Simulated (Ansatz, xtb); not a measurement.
**Loss of H2: C3H7Cl → C3H5Cl + H2**

Species: C3H7Cl (1-chloropropane) `CCCCl`, singlet; C3H5Cl `C/C=C/Cl`, singlet; H2 (hydrogen), singlet. 

Shapes, held fixed at every level: PBE0-D4/def2-TZVP. Flexible molecules stand in one conformer, not always the lowest. Programs: Ansatz 0.2.0, xtb 6.7.1. The zero-point and thermal change to 298 K, harmonic and unscaled (PBE0-D4/def2-TZVP), is -29.2 kJ/mol.

```csv
level,kind,ΔH(298 K) (kJ/mol),less CCSD(T)/CBS estimate
GFN0-xTB,semi-empirical,-33.3,-160.0
HF/def2-SVP,Hartree–Fock,+140.8,+14.1
HF/def2-TZVPP,Hartree–Fock,+126.9,+0.2
SPW92/def2-TZVPP,LDA,+149.2,+22.5
r2SCAN-D4/def2-TZVPP,meta-GGA,+125.7,-1.0
B3LYP/6-31G* (spherical functions),global hybrid,+126.6,-0.1
MP2/def2-TZVPP,perturbation theory,+129.0,+2.3
CCSD(T)/def2-SVP,coupled cluster or CI,+131.8,+5.1
CCSD(T)/CBS estimate,coupled cluster or CI,+126.7,0.0
```

The highest level, CCSD(T)/CBS estimate, gives ΔH(298 K) = +126.7 kJ/mol; the levels span -33.3 to +149.2. They disagree on the sign: 8 of 9 are positive. GFN0-xTB strays far from the other rows. The column of differences is taken from that level and isn't an error. No measured value is set beside it here. The CBS estimate extrapolates MP2 from def2-TZVPP and def2-QZVPP and adds CCSD(T) − MP2 in the triple-zeta set, cores frozen; for H2 it overshoots the exact energy by about 1 mEh.

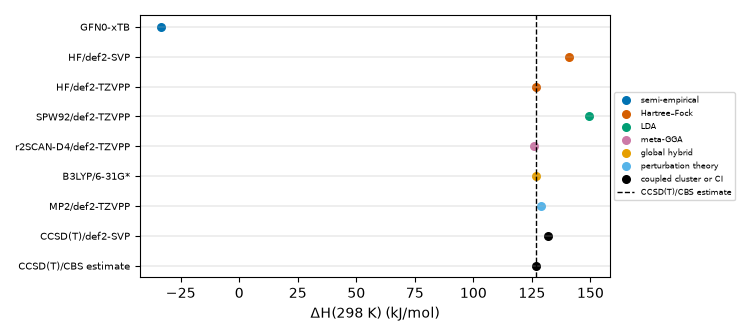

The values of the table, level by level.
